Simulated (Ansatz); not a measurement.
# CH5GeS radical: one molecule under many settings

How do the results and run time of CH5GeS radical respond when the settings are drawn wide?

The runs use Ansatz 0.2.0, Gaussian basis; the settings change from run to run.

**1. The relaxed structure**

The geometry comes from an earlier relaxation with PBE0-D4 in a triple-zeta def2 set; it is a stationary point, not always the lowest conformer.

SMILES `[CH3][GeH2][S]`, 8 atoms, charge 0, spin multiplicity 2.

Atoms are counted from 1 here; the program's logs count them from 0.

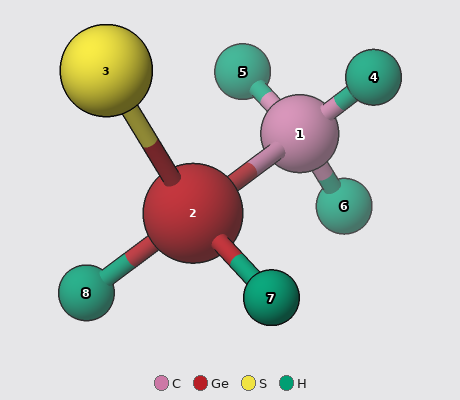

The geometry (carbon pink, germanium red, sulfur yellow, hydrogen teal); atoms are numbered from 1 in the order of the file.

Geometry (Å):

```xyz
8

C    -0.58089    0.82218   -0.36783
Ge    0.41091   -0.76264    0.17968
S     1.70091   -0.35439    1.93491
H     0.11317    1.63239   -0.59127
H    -1.24817    1.14018    0.43364
H    -1.17591    0.60345   -1.25649
H     1.40900   -1.20996   -0.90743
H    -0.53692   -1.92831    0.51910
```

**2. BHLYP/STO-3G**

Options: charge -1, multiplicity 1, atoms shaken by 0.15 Å, finite nuclei, D4 dispersion, the search for lower states set to off.

The input, in.yaml:

```yaml
crystal:
  periodic: [false, false, false]
  atoms:
    - {symbol: C, position_ang: [-0.489749, 0.783029, -0.494190]}
    - {symbol: Ge, position_ang: [0.437345, -1.013312, 0.010185]}
    - {symbol: S, position_ang: [1.647927, -0.511586, 1.854980]}
    - {symbol: H, position_ang: [0.046188, 1.729308, -0.676608]}
    - {symbol: H, position_ang: [-1.278777, 0.965896, 0.440359]}
    - {symbol: H, position_ang: [-1.205094, 0.735990, -1.212104]}
    - {symbol: H, position_ang: [1.080529, -1.283992, -1.016899]}
    - {symbol: H, position_ang: [-0.503480, -1.885832, 0.614260]}
basis:
  gaussian: {orbitals: STO-3G, nuclear_model: gaussian}
total_charge: -1
hamiltonian: {xc: {name: BHLYP}, dispersion: d4}
scf: {lower_state_search: off}
output: {forces: true}
```

Launch:

```console
$ ansatz run in.yaml --threads 4 --pin off --events-out ev --progress --plain --max-ram 10444MiB
```

The program printed, cut to the lines that bear on the results:

```text
Functional definition: BHLYP
  name "BHLYP"
  cite "Becke, J. Chem. Phys. 98, 1372 (1993) doi:10.1063/1.464304"
  cite "Becke, Phys. Rev. A 38, 3098 (1988) doi:10.1103/PhysRevA.38.3098"
  cite "Lee, Yang & Parr, Phys. Rev. B 37, 785 (1988) doi:10.1103/PhysRevB.37.785"
[...]
412 factors; integrals over basis functions are off by at most 3.2e-5 eV
[...]
mean field -67683.99658526 eV, -2487.3409966475 hartree, gradient 2.6e-6 eV, S^2 0.000000; 0 other end points of the search recorded, 0 dependent functions left out
[...]
reference -67683.99670042 eV, -2487.3410008799 hartree; 30, 30 occupied and 7, 7 virtual orbitals, 412 factors
Total energy: -67684.23757895 eV, -2487.3498530024 hartree
Atom 0 at    -0.489749     0.783029    -0.494190 Å, force    -1.389433    -0.643608     6.267122 eV/Å
Atom 1 at     0.437345    -1.013312     0.010185 Å, force     0.262719     3.734434     6.086963 eV/Å
Atom 2 at     1.647927    -0.511586     1.854980 Å, force    -0.876092    -0.543206    -2.012245 eV/Å
Atom 3 at     0.046188     1.729308    -0.676608 Å, force     0.343850    -0.747124     0.521967 eV/Å
Atom 4 at    -1.278777     0.965896     0.440359 Å, force     3.238958    -0.078330    -2.630775 eV/Å
Atom 5 at    -1.205094     0.735990    -1.212104 Å, force    -2.334883    -0.624488    -3.747816 eV/Å
Atom 6 at     1.080529    -1.283992    -1.016899 Å, force     1.220958    -1.271612    -3.080567 eV/Å
Atom 7 at    -0.503480    -1.885832     0.614260 Å, force    -0.466076     0.173932    -1.404648 eV/Å
Dipole moment:    -0.546110    -0.222526    -0.806870 e Å
Checks for a lower state left out: stability, starts, cluster_reference, orbital_swaps, neighbouring_geometries, increment
```

Wall time 0.35 s (4 threads of Arm Neoverse V1, shared host).

Largest force 7.146 eV/Å.

**3. SPW92/cc-pVDZ**

This run has the search for lower states set to light.

The input, in.yaml:

```yaml
crystal:
  periodic: [false, false, false]
  atoms:
    - {symbol: C, position_ang: [-0.580886, 0.822180, -0.367831]}
    - {symbol: Ge, position_ang: [0.410906, -0.762637, 0.179679]}
    - {symbol: S, position_ang: [1.700910, -0.354394, 1.934907]}
    - {symbol: H, position_ang: [0.113166, 1.632387, -0.591275]}
    - {symbol: H, position_ang: [-1.248174, 1.140178, 0.433640]}
    - {symbol: H, position_ang: [-1.175911, 0.603454, -1.256487]}
    - {symbol: H, position_ang: [1.409003, -1.209957, -0.907428]}
    - {symbol: H, position_ang: [-0.536915, -1.928311, 0.519096]}
basis:
  gaussian: {orbitals: cc-pVDZ}
magnetization: {spin_polarized: true, initial_magnetization: 1}
hamiltonian: {xc: {name: SPW92}}
scf: {lower_state_search: light}
output: {forces: true}
```

Same command.

The program printed, cut to the lines that bear on the results:

```text
Functional definition: SPW92
  name "SPW92"
  cite "Dirac, Proc. Camb. Phil. Soc. 26, 376 (1930) doi:10.1017/S0305004100016108"
  cite "Slater, Phys. Rev. 81, 385 (1951) doi:10.1103/PhysRev.81.385"
  cite "Perdew & Wang, Phys. Rev. B 45, 13244 (1992) doi:10.1103/PhysRevB.45.13244"
[...]
1096 factors; their error is unknown
[...]
mean field -68336.11558707 eV, -2511.3059279420 hartree, gradient 1.1e-7 eV, S^2 0.751565; 3 other end points of the search recorded, 0 dependent functions left out
[...]
reference -68336.11561952 eV, -2511.3059291346 hartree; 30, 29 occupied and 54, 55 virtual orbitals, 1096 factors
Total energy: -68336.11561952 eV, -2511.3059291346 hartree
Atom 0 at    -0.580886     0.822180    -0.367831 Å, force     0.360540    -0.591304     0.133129 eV/Å
Atom 1 at     0.410906    -0.762637     0.179679 Å, force    -0.049647     0.437483     0.303362 eV/Å
Atom 2 at     1.700910    -0.354394     1.934907 Å, force    -0.076261    -0.053116    -0.155586 eV/Å
Atom 3 at     0.113166     1.632387    -0.591275 Å, force     0.446815     0.463774    -0.119850 eV/Å
Atom 4 at    -1.248174     1.140178     0.433640 Å, force    -0.375908     0.148317     0.507996 eV/Å
Atom 5 at    -1.175911     0.603454    -1.256487 Å, force    -0.348187    -0.153813    -0.531886 eV/Å
Atom 6 at     1.409003    -1.209957    -0.907428 Å, force     0.139644    -0.075040    -0.149041 eV/Å
Atom 7 at    -0.536915    -1.928311     0.519096 Å, force    -0.096997    -0.176301     0.011875 eV/Å
Dipole moment:    -0.285490     0.070409    -0.333101 e Å
```

Run time: 2 s. Hardware: 4 threads of Arm Neoverse V1, shared host.

Largest force 0.705 eV/Å, dipole 2.13 D, ⟨S²⟩ 0.752.

**4. B3LYP/STO-3G**

Set apart from the defaults: the search for lower states set to off.

Changes to in.yaml since step 3:

```diff
@@ -12,6 +12,6 @@
 basis:
-  gaussian: {orbitals: cc-pVDZ}
+  gaussian: {orbitals: STO-3G}
 magnetization: {spin_polarized: true, initial_magnetization: 1}
-hamiltonian: {xc: {name: SPW92}}
-scf: {lower_state_search: light}
+hamiltonian: {xc: {name: B3LYP}}
+scf: {lower_state_search: off}
 output: {forces: true}
```

The command is unchanged.

The program printed, cut to the lines that bear on the results:

```text
Functional definition: B3LYP
  name "B3LYP"
  cite "Stephens, Devlin, Chabalowski & Frisch, J. Phys. Chem. 98, 11623 (1994) doi:10.1021/j100096a001"
  cite "Becke, Phys. Rev. A 38, 3098 (1988) doi:10.1103/PhysRevA.38.3098"
  cite "Lee, Yang & Parr, Phys. Rev. B 37, 785 (1988) doi:10.1103/PhysRevB.37.785"
  cite "Vosko, Wilk & Nusair, Can. J. Phys. 58, 1200 (1980) doi:10.1139/p80-159"
[...]
412 factors; integrals over basis functions are off by at most 2.1e-5 eV
[...]
mean field -67687.12846079 eV, -2487.4560909503 hartree, gradient 2.9e-6 eV, S^2 0.751233; 0 other end points of the search recorded, 0 dependent functions left out
[...]
reference -67687.12863106 eV, -2487.4560972080 hartree; 30, 29 occupied and 7, 8 virtual orbitals, 412 factors
Total energy: -67687.12863106 eV, -2487.4560972080 hartree
Atom 0 at    -0.580886     0.822180    -0.367831 Å, force     0.913005    -1.657918     0.433623 eV/Å
Atom 1 at     0.410906    -0.762637     0.179679 Å, force     0.361450    -1.138389    -0.359791 eV/Å
Atom 2 at     1.700910    -0.354394     1.934907 Å, force    -0.555103    -0.142446    -0.656029 eV/Å
Atom 3 at     0.113166     1.632387    -0.591275 Å, force     0.027202     0.307328    -0.114363 eV/Å
Atom 4 at    -1.248174     1.140178     0.433640 Å, force    -0.214039     0.201414     0.097246 eV/Å
Atom 5 at    -1.175911     0.603454    -1.256487 Å, force    -0.181194     0.142213    -0.200379 eV/Å
Atom 6 at     1.409003    -1.209957    -0.907428 Å, force    -1.629925     0.631339     1.418457 eV/Å
Atom 7 at    -0.536915    -1.928311     0.519096 Å, force     1.278605     1.656459    -0.618766 eV/Å
Dipole moment:    -0.104825    -0.006246    -0.127304 e Å
Checks for a lower state left out: stability, starts, cluster_reference, orbital_swaps, neighbouring_geometries, increment
```

Run time: 0.85 s. Hardware: 4 threads of Arm Neoverse V1, shared host.

Largest force 2.251 eV/Å, dipole 0.79 D, ⟨S²⟩ 0.751.

**5. r2SCAN/def2-SVPD**

Options: D3(BJ) with three-body dispersion.

Changes to in.yaml since step 4:

```diff
@@ -12,6 +12,4 @@
 basis:
-  gaussian: {orbitals: STO-3G}
+  gaussian: {orbitals: def2-SVPD}
 magnetization: {spin_polarized: true, initial_magnetization: 1}
-hamiltonian: {xc: {name: B3LYP}}
-scf: {lower_state_search: off}
-output: {forces: true}
+hamiltonian: {xc: {name: r2SCAN}, dispersion: d3bjatm}
```

Same command.

The program printed, cut to the lines that bear on the results:

```text
Functional definition: r2SCAN
  name "r2SCAN"
  cite "Furness, Kaplan, Ning, Perdew & Sun, J. Phys. Chem. Lett. 11, 8208 (2020) doi:10.1021/acs.jpclett.0c02405"
  cite "Furness, Kaplan, Ning, Perdew & Sun, J. Phys. Chem. Lett. 11, 9248 (2020) doi:10.1021/acs.jpclett.0c03077"
  parent r2scan
[...]
1168 factors; their error is unknown
[...]
mean field -68459.06589779 eV, -2515.8242685223 hartree, gradient 8.9e-6 eV, S^2 0.756056; 3 other end points of the search recorded, 0 dependent functions left out
reference -68459.06592549 eV, -2515.8242695403 hartree; 30, 29 occupied and 95, 96 virtual orbitals, 1168 factors
Total energy: -68459.10961282 eV, -2515.8258750200 hartree
```

Wall time 16 s (4 threads of Arm Neoverse V1, shared host).

⟨S²⟩ 0.756.

**6. wB97X-V/cc-pVTZ**

Options: a grid of angular degree 47, relativity set to none, high accuracy, the search for lower states set to light.

Changes to in.yaml since step 5:

```diff
@@ -12,4 +12,7 @@
 basis:
-  gaussian: {orbitals: def2-SVPD}
+  gaussian: {orbitals: cc-pVTZ, final_grid: {core_spheres: 20, valence_spheres: 16, degree: 47}}
 magnetization: {spin_polarized: true, initial_magnetization: 1}
-hamiltonian: {xc: {name: r2SCAN}, dispersion: d3bjatm}
+hamiltonian: {xc: {name: wB97X-V}, pseudopotentials: {relativity: none}}
+accuracy: high
+scf: {lower_state_search: light}
+output: {forces: true}
```

Launched as before.

The program printed, cut to the lines that bear on the results:

```text
Functional definition: wB97X-V
  name "wB97X-V"
  cite "Mardirossian & Head-Gordon, Phys. Chem. Chem. Phys. 16, 9904 (2014) doi:10.1039/C3CP54374A"
  cite "Becke, J. Chem. Phys. 107, 8554 (1997) doi:10.1063/1.475007"
  cite "Vydrov & Van Voorhis, J. Chem. Phys. 133, 244103 (2010) doi:10.1063/1.3521275"
[...]
      + integral(e_c_pw_opposite_spin*poly(b97_u_opposite, cos0, cos1)) + vv10(b, c)
3008 factors; integrals over basis functions are off by at most 4.2e-9 eV
441 factors; integrals over basis functions are off by at most 2.7e-9 eV
[...]
mean field -68466.52251505 eV, -2516.0982941524 hartree, gradient 2.3e-8 eV, S^2 0.753796; 2 other end points of the search recorded, 0 dependent functions left out
[...]
reference -68466.52251488 eV, -2516.0982941459 hartree; 30, 29 occupied and 147, 148 virtual orbitals, 3008 factors
Total energy: -68466.52251488 eV, -2516.0982941459 hartree
Atom 0 at    -0.580886     0.822180    -0.367831 Å, force     0.043479    -0.072617     0.033643 eV/Å
Atom 1 at     0.410906    -0.762637     0.179679 Å, force    -0.021979    -0.100896    -0.121339 eV/Å
Atom 2 at     1.700910    -0.354394     1.934907 Å, force     0.009724     0.010860     0.034328 eV/Å
Atom 3 at     0.113166     1.632387    -0.591275 Å, force     0.006365     0.027474    -0.008758 eV/Å
Atom 4 at    -1.248174     1.140178     0.433640 Å, force    -0.019997     0.019958     0.012775 eV/Å
Atom 5 at    -1.175911     0.603454    -1.256487 Å, force    -0.013009     0.006883    -0.015130 eV/Å
Atom 6 at     1.409003    -1.209957    -0.907428 Å, force    -0.062866     0.031528     0.069305 eV/Å
Atom 7 at    -0.536915    -1.928311     0.519096 Å, force     0.058283     0.076810    -0.004824 eV/Å
Dipole moment:    -0.272864     0.068761    -0.297356 e Å
```

It took 58 s on 4 threads of Arm Neoverse V1, shared host; peak memory 1.4 GiB.

Largest force 0.159 eV/Å, dipole 1.97 D, ⟨S²⟩ 0.754.

**7. SVWN5/STO-3G**

This run has finite nuclei.

Changes to in.yaml since step 6:

```diff
@@ -12,7 +12,5 @@
 basis:
-  gaussian: {orbitals: cc-pVTZ, final_grid: {core_spheres: 20, valence_spheres: 16, degree: 47}}
+  gaussian: {orbitals: STO-3G, nuclear_model: gaussian}
 magnetization: {spin_polarized: true, initial_magnetization: 1}
-hamiltonian: {xc: {name: wB97X-V}, pseudopotentials: {relativity: none}}
-accuracy: high
-scf: {lower_state_search: light}
+hamiltonian: {xc: {name: SVWN5}}
 output: {forces: true}
```

Same command.

The program printed, cut to the lines that bear on the results:

```text
Functional definition: SVWN5
  name "SVWN5"
  cite "Dirac, Proc. Camb. Phil. Soc. 26, 376 (1930) doi:10.1017/S0305004100016108"
  cite "Slater, Phys. Rev. 81, 385 (1951) doi:10.1103/PhysRev.81.385"
  cite "Vosko, Wilk & Nusair, Can. J. Phys. 58, 1200 (1980) doi:10.1139/p80-159"
[...]
412 factors; integrals over basis functions are off by at most 2.1e-5 eV
[...]
mean field -67546.18261294 eV, -2482.2764265784 hartree, gradient 5.5e-6 eV, S^2 0.750903; 6 other end points of the search recorded, 0 dependent functions left out
[...]
reference -67546.18263186 eV, -2482.2764272740 hartree; 30, 29 occupied and 7, 8 virtual orbitals, 412 factors
Total energy: -67546.18263186 eV, -2482.2764272740 hartree
Atom 0 at    -0.580886     0.822180    -0.367831 Å, force     1.072817    -1.935437     0.489801 eV/Å
Atom 1 at     0.410906    -0.762637     0.179679 Å, force     0.687294    -0.603365     0.254030 eV/Å
Atom 2 at     1.700910    -0.354394     1.934907 Å, force    -1.075612    -0.304240    -1.360924 eV/Å
Atom 3 at     0.113166     1.632387    -0.591275 Å, force     0.111359     0.294529    -0.101833 eV/Å
Atom 4 at    -1.248174     1.140178     0.433640 Å, force    -0.210603     0.153493     0.174076 eV/Å
Atom 5 at    -1.175911     0.603454    -1.256487 Å, force    -0.187769     0.076465    -0.240453 eV/Å
Atom 6 at     1.409003    -1.209957    -0.907428 Å, force    -1.721400     0.632870     1.458617 eV/Å
Atom 7 at    -0.536915    -1.928311     0.519096 Å, force     1.323913     1.685685    -0.673312 eV/Å
Dipole moment:    -0.146733    -0.021187    -0.193356 e Å
```

Run time: 1.1 s. Hardware: 4 threads of Arm Neoverse V1, shared host.

Largest force 2.343 eV/Å, dipole 1.17 D, ⟨S²⟩ 0.751.

**8. r2SCAN0/aug-cc-pVTZ**

This run has D3(BJ) with three-body dispersion.

Changes to in.yaml since step 7:

```diff
@@ -12,5 +12,5 @@
 basis:
-  gaussian: {orbitals: STO-3G, nuclear_model: gaussian}
+  gaussian: {orbitals: aug-cc-pVTZ}
 magnetization: {spin_polarized: true, initial_magnetization: 1}
-hamiltonian: {xc: {name: SVWN5}}
+hamiltonian: {xc: {name: r2SCAN0}, dispersion: d3bjatm}
 output: {forces: true}
```

Same command.

The program printed, cut to the lines that bear on the results:

```text
Functional definition: r2SCAN0
  name "r2SCAN0"
  cite "Bursch, Neugebauer, Ehlert & Grimme, J. Chem. Phys. 156, 134105 (2022) doi:10.1063/5.0086040"
  cite "Furness, Kaplan, Ning, Perdew & Sun, J. Phys. Chem. Lett. 11, 8208 (2020) doi:10.1021/acs.jpclett.0c02405"
  cite "Furness, Kaplan, Ning, Perdew & Sun, J. Phys. Chem. Lett. 11, 9248 (2020) doi:10.1021/acs.jpclett.0c03077"
  parent r2scan
[...]
1378 factors; their error is unknown
[...]
mean field -68471.41531886 eV, -2516.2781013759 hartree, gradient 4.6e-8 eV, S^2 0.758491; 2 other end points of the search recorded, 0 dependent functions left out
[...]
reference -68471.41533965 eV, -2516.2781021400 hartree; 30, 29 occupied and 240, 241 virtual orbitals, 1378 factors
Total energy: -68471.46746498 eV, -2516.2800177105 hartree
Atom 0 at    -0.580886     0.822180    -0.367831 Å, force    -0.014671     0.026011    -0.003525 eV/Å
Atom 1 at     0.410906    -0.762637     0.179679 Å, force    -0.051931    -0.053292    -0.121475 eV/Å
Atom 2 at     1.700910    -0.354394     1.934907 Å, force    -0.030746    -0.009469    -0.033833 eV/Å
Atom 3 at     0.113166     1.632387    -0.591275 Å, force    -0.116968    -0.137610     0.038006 eV/Å
Atom 4 at    -1.248174     1.140178     0.433640 Å, force     0.113918    -0.053207    -0.133476 eV/Å
Atom 5 at    -1.175911     0.603454    -1.256487 Å, force     0.102084     0.033890     0.151963 eV/Å
Atom 6 at     1.409003    -1.209957    -0.907428 Å, force    -0.113629     0.054847     0.131681 eV/Å
Atom 7 at    -0.536915    -1.928311     0.519096 Å, force     0.111943     0.138830    -0.029342 eV/Å
Dipole moment:    -0.271554     0.068772    -0.298705 e Å
```

Run time: 68 s. Hardware: 4 threads of Arm Neoverse V1, shared host; peak memory 1.5 GiB.

Largest force 0.186 eV/Å, dipole 1.97 D, ⟨S²⟩ 0.758.

**9. PBE-QIDH/x2c-TZVPPall**

Set apart from the defaults: high accuracy.

Changes to in.yaml since step 8:

```diff
@@ -12,5 +12,5 @@
 basis:
-  gaussian: {orbitals: aug-cc-pVTZ}
+  gaussian: {orbitals: x2c-TZVPPall}
 magnetization: {spin_polarized: true, initial_magnetization: 1}
-hamiltonian: {xc: {name: r2SCAN0}, dispersion: d3bjatm}
-output: {forces: true}
+hamiltonian: {xc: {name: PBE-QIDH}}
+accuracy: high
```

Same command.

The program printed, cut to the lines that bear on the results:

```text
Functional definition: PBE-QIDH
  name "PBE-QIDH"
  cite "Brémond, Sancho-García, Pérez-Jiménez & Adamo, J. Chem. Phys. 141, 031101 (2014) doi:10.1063/1.4890314"
  cite "Perdew, Burke & Ernzerhof, Phys. Rev. Lett. 77, 3865 (1996) doi:10.1103/PhysRevLett.77.3865"
[...]
3217 factors; integrals over basis functions are off by at most 4.7e-9 eV
[...]
mean field -69064.87350699 eV, -2538.0872875293 hartree, gradient 4.6e-8 eV, S^2 0.758783; 2 other end points of the search recorded, 0 dependent functions left out
15 core orbitals not correlated: weight in the atoms' cores, before any rotation towards them, 1.000 or more for the frozen orbitals, at most 0.000 for the correlated occupied ones
reference -69064.87350810 eV, -2538.0872875701 hartree; 15, 14 occupied and 161, 162 virtual orbitals, 3217 factors
second order -18.13454215 eV of doubles, -0.00000000 eV of singles
Total energy: -69070.91835549 eV, -2538.3094316142 hartree
Relativity: scalar
```

Wall time 28 s (4 threads of Arm Neoverse V1, shared host); peak memory 1.2 GiB.

⟨S²⟩ 0.759.

**10. PBE-QIDH/cc-pVTZ-DK**

Changes to in.yaml since step 9:

```diff
@@ -12,5 +12,5 @@
 basis:
-  gaussian: {orbitals: x2c-TZVPPall}
+  gaussian: {orbitals: cc-pVTZ-DK}
 magnetization: {spin_polarized: true, initial_magnetization: 1}
 hamiltonian: {xc: {name: PBE-QIDH}}
-accuracy: high
+output: {forces: true}
```

Launched as before.

The program printed, cut to the lines that bear on the results:

```text
Functional definition: PBE-QIDH
  name "PBE-QIDH"
  cite "Brémond, Sancho-García, Pérez-Jiménez & Adamo, J. Chem. Phys. 141, 031101 (2014) doi:10.1063/1.4890314"
  cite "Perdew, Burke & Ernzerhof, Phys. Rev. Lett. 77, 3865 (1996) doi:10.1103/PhysRevLett.77.3865"
[...]
1021 factors; integrals over basis functions are off by at most 1.0e-3 eV
[...]
mean field -69065.17002303 eV, -2538.0981842926 hartree, gradient 2.8e-6 eV, S^2 0.758497; 2 other end points of the search recorded, 0 dependent functions left out
15 core orbitals not correlated: weight in the atoms' cores, before any rotation towards them, 1.000 or more for the frozen orbitals, at most 0.000 for the correlated occupied ones
reference -69065.17003419 eV, -2538.0981847029 hartree; 15, 14 occupied and 147, 148 virtual orbitals, 1021 factors
second order -16.39313458 eV of doubles, -0.00000000 eV of singles
[...]
Total energy: -69070.63441239 eV, -2538.2989968976 hartree
Relativity: scalar
Atom 0 at    -0.580886     0.822180    -0.367831 Å, force     0.068432    -0.104833     0.051829 eV/Å
Atom 1 at     0.410906    -0.762637     0.179679 Å, force    -0.067142    -0.083260    -0.193704 eV/Å
Atom 2 at     1.700910    -0.354394     1.934907 Å, force    -0.104072    -0.025090    -0.120901 eV/Å
Atom 3 at     0.113166     1.632387    -0.591275 Å, force    -0.106595    -0.142979     0.040486 eV/Å
Atom 4 at    -1.248174     1.140178     0.433640 Å, force     0.115317    -0.059411    -0.126291 eV/Å
Atom 5 at    -1.175911     0.603454    -1.256487 Å, force     0.107154     0.020880     0.151456 eV/Å
Atom 6 at     1.409003    -1.209957    -0.907428 Å, force    -0.234902     0.111765     0.259596 eV/Å
Atom 7 at    -0.536915    -1.928311     0.519096 Å, force     0.221808     0.282928    -0.062472 eV/Å
Dipole moment:    -0.268473     0.070920    -0.291651 e Å
```

Wall time 20 s (4 threads of Arm Neoverse V1, shared host); peak memory 0.91 GiB.

Largest force 0.368 eV/Å, dipole 1.93 D, ⟨S²⟩ 0.758.

**11. All runs side by side**

| level | charge | multiplicity | geometry | functions | energy (eV) | time |
| --- | --- | --- | --- | --- | --- | --- |
| BHLYP/STO-3G | -1 | 1 | shaken | 37 | -67684.238 | 0.35 s |
| SPW92/cc-pVDZ | 0 | 2 | relaxed | 84 | -68336.116 | 2 s |
| B3LYP/STO-3G | 0 | 2 | relaxed | 37 | -67687.129 | 0.85 s |
| r2SCAN/def2-SVPD | 0 | 2 | relaxed | 125 | -68459.110 | 16 s |
| wB97X-V/cc-pVTZ | 0 | 2 | relaxed | 177 | -68466.523 | 58 s |
| SVWN5/STO-3G | 0 | 2 | relaxed | 37 | -67546.183 | 1.1 s |
| r2SCAN0/aug-cc-pVTZ | 0 | 2 | relaxed | 270 | -68471.467 | 68 s |
| PBE-QIDH/x2c-TZVPPall | 0 | 2 | relaxed | 191 | -69070.918 | 28 s |
| PBE-QIDH/cc-pVTZ-DK | 0 | 2 | relaxed | 177 | -69070.634 | 20 s |

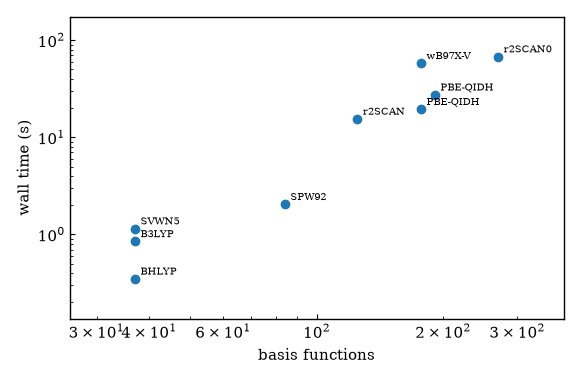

Wall time against the number of basis functions (shared host).

**12. Results**

| quantity | value |
| --- | --- |
| runs | 9 |
| quickest | BHLYP/STO-3G, 0.35 s |
| slowest | r2SCAN0/aug-cc-pVTZ, 68 s |
| spread of total energies, same state and geometry | 1524.7 eV |
| dipole, same state and geometry | 0.79 to 2.13 D |

**Reading.** r2SCAN0/aug-cc-pVTZ took 194 times as long as BHLYP/STO-3G. The jobs differ in tasks and options as well as level. Total energies at one charge and spin differ by 1525 eV between levels, so only differences within one level mean anything. Some of these runs are scalar-relativistic and others not, which shifts the totals of all-electron atoms past neon by several eV an atom and more; core potentials, where a basis has them, take the core out of the total altogether. At the PBE0-D4/def2-TZVP geometry and in the same state, the sound runs without point charges leave forces up to 2.34 eV/Å (SVWN5/STO-3G). At that geometry and state the dipole changes by 169 % between the lowest and highest value.
